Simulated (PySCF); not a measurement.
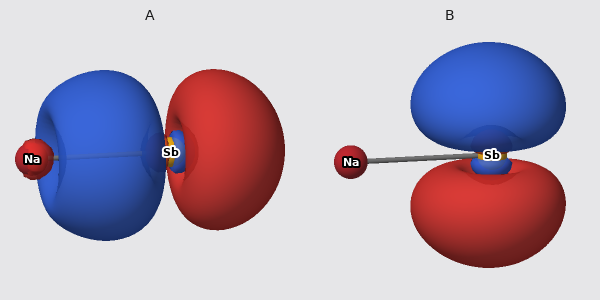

NaSb (triplet). Two frontier α-spin orbitals, each drawn at the value that holds 80 % of its norm (red and blue are the two phases), in no order; of a degenerate pair one member is drawn.

Core potentials replace the inner electrons of Sb.

All numbers below come from PySCF 2.14.0, PBE0/def2-SVP, non-relativistic Hamiltonian with scalar-relativistic core potentials where named, at a bond length of 2.939 Å.

**Name the orbitals and rank them from lowest to highest energy.**

Orbital B: π, occupied in this spin, −5.15 eV; mainly on Sb (95 %).
Orbital A: σ, occupied in this spin, −4.99 eV; mainly on Sb (80 %).
